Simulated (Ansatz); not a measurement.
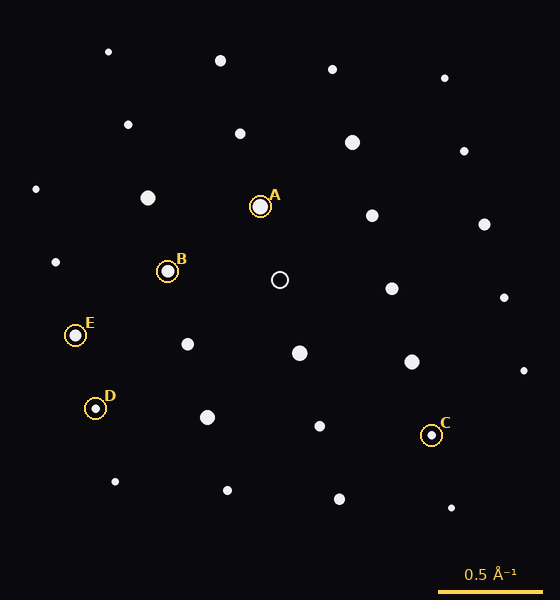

Computed electron diffraction pattern, 120 kV, single scattering only, B = 1 Å². The zone axis points towards the electron source and the pattern is seen from the source side.

Crystal: Hf, space group P6_3/mmc (No. 194), a = 3.161 Å, c = 4.996 Å (hexagonal axes). Structure: the input geometry of an electronic-structure calculation (not necessarily at equilibrium).

```csv
atom,site,symmetry,x,y,z
Hf,2d,-6m2,0.3333,0.6667,0.7500
```

Spot A is indexed 0 -1 0 and spot B 1 -1 -2.

What are the indices of the remaining marked spots?

C = −2A − B = -1 3 2 (d = 0.956 Å). D = −2A + 2B = 2 0 -4 (d = 0.923 Å). E = −A + 2B = 2 -1 -4 (d = 0.980 Å).

Find the zone axis.

The cross product of A and B is parallel to [201]; every spot obeys hu + kv + lw = 0.

What are the spacings of A and B and the angle between them?

d(A) = 2.737 Å, d(B) = 1.845 Å, and the angle is 70.3°.
